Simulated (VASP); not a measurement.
# Work functions of rock-salt VN by face and end, part 2 of 2

How far do face, termination and an added layer move the work function? Model: rock-salt VN at a = 4.11 A.

VASP 6.6.1, plane waves and PAW; the level of theory is named at each step.

So far: Starting point; Relax the state, PBEsol; Potential of the state, PBEsol.

## 5. Potential of the state, PBEsol

State “VN(111), V ends, one layer of O on top”: a tighter run that also writes the potential.

Level: PBEsol, no spin polarisation; plane waves and PAW (V_sv, N, O).

INCAR

```
SYSTEM = V6N5O
PREC = Normal
ENCUT = 400
EDIFF = 1E-06
NELM = 120
ISMEAR = 1
SIGMA = 0.1
LREAL = .FALSE.
ALGO = Fast
GGA = PS
NBANDS = 67
LASPH = .TRUE.
LORBIT = 11
LWAVE = .FALSE.
LCHARG = .FALSE.
KPAR = 2
IDIPOL = 3
LDIPOL = .TRUE.
DIPOL = 0.5 0.5 0.501
LVHAR = .TRUE.
LVACPOTAV = .TRUE.
NEDOS = 1500
```

POSCAR

```
V6N5O
1.0
    2.9062088710      0.0000000000      0.0000000000
   -1.4531044350      2.5168507110      0.0000000000
    0.0000000000      0.0000000000     28.9645480320
V N O
6 5 1
Direct
    0.0000000000      0.0000000000      0.2862343997
    0.6666666670      0.3333333330      0.3591027846
    0.3333333330      0.6666666670      0.4450629301
    0.0000000000      0.0000000000      0.5199224911
    0.6666666670      0.3333333330      0.6062558479
    0.3333333330      0.6666666670      0.6816842401
    0.3333333330      0.6666666670      0.3174479537
    0.0000000000      0.0000000000      0.3997889197
    0.6666666670      0.3333333330      0.4807077695
    0.3333333330      0.6666666670      0.5611197155
    0.0000000000      0.0000000000      0.6421196982
    0.6666666670      0.3333333330      0.7154774950
```

KPOINTS

```
Automatic mesh
0
Gamma
15 15 1
0 0 0
```

The projector-augmented-wave data sets are V_sv, N and O (PBE family, release 64).

On the command line:

```console
mpirun -np 2 vasp_std
```

The program printed:

```text
[... set-up lines as in an earlier step ...]
 entering main loop
       N       E                     dE             d eps       ncg     rms          rms(c)
DAV:   1     0.146184397771E+04    0.14618E+04   -0.59619E+04  4154   0.138E+03
DAV:   2     0.122138930322E+02   -0.14496E+04   -0.14084E+04  3869   0.498E+02
DAV:   3    -0.143985593557E+03   -0.15620E+03   -0.15382E+03  4876   0.156E+02
DAV:   4    -0.150227546016E+03   -0.62420E+01   -0.61079E+01  4484   0.295E+01
[...]
RMM:  36    -0.120185791738E+03   -0.13542E-05   -0.16230E-06  2042   0.140E-03    0.452E-03
RMM:  37    -0.120185793022E+03   -0.12837E-05   -0.93322E-07  1582   0.106E-03    0.449E-03
RMM:  38    -0.120185793758E+03   -0.73645E-06   -0.56784E-07  2158   0.123E-03
 [... a notice as in an earlier step ...]

   1 F= -.12018579E+03 E0= -.12018498E+03  d E =-.242730E-02
 [... a notice as in an earlier step ...]
```

It took 3.6 min on 2 MPI ranks of Intel Xeon Platinum 8259CL at 2.50GHz (Skylake/Cascade Lake), shared host; peak memory 0.58 GiB; 7.1 min of CPU time.

From OUTCAR (step 5):

```text
  Total       -4.8841912     -4.8841912     -4.3017243     -0.0000000      0.0000000      0.0000000
  in kB      -36.9361994    -36.9361994    -32.5313523     -0.0000000      0.0000000      0.0000000
  external PRESSURE =     -35.4679170 kB  Pullay stress =       0.0000000 kB

 POSITION                                       TOTAL-FORCE (eV/Angst)
 -----------------------------------------------------------------------------------
      0.00000      0.00000      8.29065        -0.000000      0.000000      0.006749
      1.45310      0.83895     10.40125         0.000000     -0.000000      0.011865
     -0.00000      1.67790     12.89105         0.000000     -0.000000      0.028053
      0.00000      0.00000     15.05932         0.000000     -0.000000     -0.030690
      1.45310      0.83895     17.55993        -0.000000     -0.000000     -0.018017
     -0.00000      1.67790     19.74468         0.000000     -0.000000      0.018733
     -0.00000      1.67790      9.19474         0.000000     -0.000000      0.028971
      0.00000      0.00000     11.57971        -0.000000     -0.000000      0.022348
      1.45310      0.83895     13.92348         0.000000     -0.000000     -0.000997
     -0.00000      1.67790     16.25258         0.000000     -0.000000     -0.027468
      0.00000      0.00000     18.59871         0.000000     -0.000000     -0.027586
      1.45310      0.83895     20.72348        -0.000000     -0.000000     -0.011962
 -----------------------------------------------------------------------------------
    total drift:                               -0.000131     -0.000139     -0.016309

  FREE ENERGIE OF THE ION-ELECTRON SYSTEM (eV)
  ---------------------------------------------------
  free  energy   TOTEN  =      -120.1857937584 eV

  energy  without entropy=     -120.1833664551  energy(sigma->0) =     -120.18498466

[... 2 parts as in an earlier step ...]

[... 1 further part left out ...]
[key lines of the parts left out:]
E-fermi :   2.9817
```

This run gave:

```
energy(sigma→0) of the program                                 : -120.1850 eV
work function, from the planar potential, upper and lower side : 6.31, 4.89 eV
```

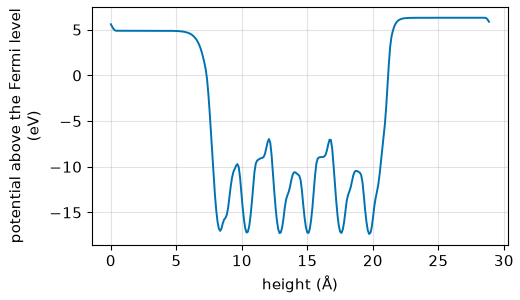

Planar average of the electrostatic potential. The step near the cell's edge is that of the dipole correction.

## 6. Free molecule: O2, PBEsol

Each gas relaxes alone in a box.

Level: PBEsol, spin-polarised from a ferromagnetic start; plane waves and PAW (O).

System, named by how it was started: O2. The cell holds 2 atoms: 2 O. Cell: a = 10.000 Å, b = 10.500 Å, c = 13.000 Å, α = 90.0°, β = 90.0°, γ = 90.0°. Vacuum lies along a, b and c.

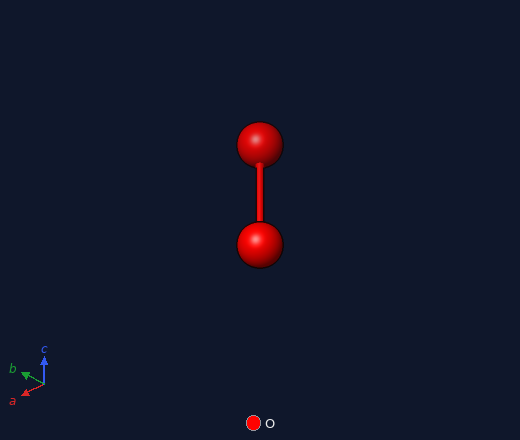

The cell at the end of this step (oxygen red).

INCAR

```
SYSTEM = O
PREC = Normal
ENCUT = 400
EDIFF = 1E-05
NELM = 120
ISMEAR = 0
SIGMA = 0.01
LREAL = .FALSE.
ALGO = Normal
GGA = PS
NBANDS = 14
ISPIN = 2
MAGMOM = 1 0.2
LORBIT = 11
LWAVE = .FALSE.
LCHARG = .FALSE.
NCORE = 2
IBRION = 2
NSW = 60
ISIF = 2
EDIFFG = -0.03
POTIM = 0.4
MAXMIX = 40
ISYM = 0
```

POSCAR

```
O
1.0
   10.0000000000      0.0000000000      0.0000000000
    0.0000000000     10.5000000000      0.0000000000
    0.0000000000      0.0000000000     13.0000000000
O
2
Direct
    0.5000000000      0.5000000000      0.4534615400
    0.5000000000      0.5000000000      0.5465384600
```

KPOINTS

```
Automatic mesh
0
Gamma
1 1 1
0 0 0
```

PAW data sets: O (PBE family, release 64).

On the command line:

```console
mpirun -np 2 vasp_gam
```

The program printed:

```text
[banner, memory and clock lines left out]
running    2 mpi-ranks, on    1 nodes
[...]
[... a notice as in an earlier step ...]

 LDA part: xc-table for (Slater+PW92), standard interpolation
 POSCAR, INCAR and KPOINTS ok, starting setup
[...]
entering main loop
       N       E                     dE             d eps       ncg     rms          rms(c)
DAV:   1     0.128060787510E+03    0.12806E+03   -0.25300E+03    72   0.369E+02
DAV:   2     0.403633706816E+02   -0.87697E+02   -0.82093E+02    90   0.851E+01
DAV:   3    -0.596853200977E+01   -0.46332E+02   -0.46142E+02    80   0.733E+01
DAV:   4    -0.997946156109E+01   -0.40109E+01   -0.40105E+01    56   0.285E+01
[...]
DAV:  15    -0.102377552499E+02   -0.15833E-02   -0.43981E-05    56   0.227E-02    0.349E-03
DAV:  16    -0.102379853669E+02   -0.23012E-03   -0.20185E-05    56   0.154E-02    0.188E-03
DAV:  17    -0.102379855377E+02   -0.17086E-06   -0.57497E-06    56   0.971E-03
   1 F= -.10237986E+02 E0= -.10237986E+02  d E =-.102380E+02  mag=     2.0013
[... from here on, the cycles between the ionic steps are left out ...]
   2 F= -.99759860E+01 E0= -.99759860E+01  d E =0.262000E+00  mag=     2.0014
   3 F= -.10251395E+02 E0= -.10251395E+02  d E =-.134090E-01  mag=     2.0002
   4 F= -.10251426E+02 E0= -.10251426E+02  d E =-.134408E-01  mag=     2.0001
[...]
reached required accuracy - stopping structural energy minimisation
```

Run time: 52 s. Hardware: 2 MPI ranks; peak memory 0.69 GiB.

Parts of OUTCAR (step 6):

```text
  Total       -1.5734844     -1.6107768     -1.1765110     -0.0000000     -0.0000000      0.0000000
  in kB       -1.8468872     -1.8906594     -1.3809371     -0.0000000     -0.0000000      0.0000001
  external PRESSURE =      -1.7061613 kB  Pullay stress =       0.0000000 kB

 POSITION                                       TOTAL-FORCE (eV/Angst)
 -----------------------------------------------------------------------------------
      5.00000      5.25000      5.88585         0.000000     -0.000000      0.002476
      5.00000      5.25000      7.11415        -0.000000      0.000000     -0.002476
 -----------------------------------------------------------------------------------
    total drift:                               -0.000000      0.000000      0.000111

  FREE ENERGIE OF THE ION-ELECTRON SYSTEM (eV)
  ---------------------------------------------------
  free  energy   TOTEN  =       -10.2514262902 eV

  energy  without entropy=      -10.2514262902  energy(sigma->0) =      -10.25142629

 magnetization (x)
# of ion       s       p       d       tot
------------------------------------------
    1        0.009   0.804   0.000   0.813
    2        0.009   0.804   0.000   0.813
--------------------------------------------------
tot          0.018   1.608   0.000   1.625

[... 1 part as in an earlier step ...]

[... 3 further parts left out ...]
[key lines of the parts left out:]
E-fermi :  -6.6997
```

Read from the output:

* energy(sigma→0) of the program: -10.2514 eV
* ionic steps: 4

## 7. The energy by hand

For “VN(111), V ends, one layer of O on top”, from the relaxed energies at PBEsol: [-120.185 − (-110.779) − (0.5) × (-10.251)] = -4.28 eV.

## 8. All members

LASPH is off in runs at PBEsol and on in runs at PBEsol; a level named twice has it in cells with d or f elements alone.

The other members went through these steps as far as the tables show, with one cutoff; 14 runs are not shown. The session took 7.7 core hours (wall time by ranks) on a shared machine.

Binding energy of an added atom against half its dimer; static energies, no zero-point or thermal terms; level: Fermi level of a metal, highest filled level otherwise.

```csv
state,layers,from state,gas taken up (+) or given off (-),"energy, PBEsol (eV)"
"VN(001), 5 layers",5,,,
"VN(001), 7 layers",7,,,
"VN(110), 9 layers",9,,,
"VN(111), V ends",11,,,
"VN(111), N ends",11,,,
"VN(111), V ends, one layer of O on top",,"VN(111), V ends",+0.5 O2,-4.28
"VN(111), V ends, one layer of F on top",,"VN(111), V ends",+0.5 F2,-4.54
"VN(111), V ends, one layer of Cl on top",,"VN(111), V ends",+0.5 Cl2,-2.34
```

A blank entry does not apply, was not run or did not finish.

```csv
state,level below the vacuum (eV),gap (eV),nearest pair between the added atoms and the rest,its distance (Å)
"VN(001), 5 layers",3.91,0.00,,
"VN(001), 7 layers",3.93,0.00,,
"VN(110), 9 layers",4.11,0.00,,
"VN(111), V ends",4.90,0.00,,
"VN(111), N ends",5.95,0.00,,
"VN(111), V ends, one layer of O on top",6.31,0.00,O-V,1.94
"VN(111), V ends, one layer of F on top",5.46,0.00,F-V,2.12
"VN(111), V ends, one layer of Cl on top",4.44,0.00,Cl-V,2.44
```

## 9. Results

- VN(111), V ends, one layer of O on top: binding -4.28 eV; level below the vacuum 6.31 eV (+1.41)
- VN(111), V ends, one layer of F on top: binding -4.54 eV; level below the vacuum 5.46 eV (+0.56)
- VN(111), V ends, one layer of Cl on top: binding -2.34 eV; level below the vacuum 4.44 eV (-0.46)
- VN(001), 5 layers: work function 3.91 eV
- VN(001), 7 layers: work function 3.93 eV
- VN(110), 9 layers: work function 4.11 eV
- VN(111), V ends: work function 4.90 eV
- VN(111), N ends: work function 5.95 eV

What this shows: The strongest binding is that of “VN(111), V ends, one layer of F on top” (-4.54 eV) and the weakest that of “VN(111), V ends, one layer of Cl on top” (-2.34 eV). The level below the vacuum on the upper side spans 3.91 eV (“VN(001), 5 layers”) to 6.31 eV (“VN(111), V ends, one layer of O on top”). Vacuum levels are VASP's own where it printed one and read from the planar potential otherwise; the two differ by up to about 0.05 eV, so smaller differences between rows mean nothing. The in-plane lattice is the typed one, not relaxed at this level, and the rock-salt form is assumed. Added layers start on the hollow sites that continue the stacking. LASPH was not set alike in all relaxations (it was off for O2, F2 and Cl2), an untested inconsistency in the differences. The slabs ran without spin polarisation, which may matter for added atoms with open shells. One start was relaxed for each state, in a small cell at high coverage; entropy of the gases, which favours steps that give off gas, is left out.

[Lines on the potential files, build, host, timing and source positions are cut from VASP's logs without a mark.]

[Logs are printed without paths, hosts, clocks, repeated set-up lines and the standing remarks that a program may print on its own settings, such as how far it seeks lower states.]

[Hosts, paths, dates, database ids (printed as entryN), source tags and the programs' standing remarks are cut or masked in the printed files.]
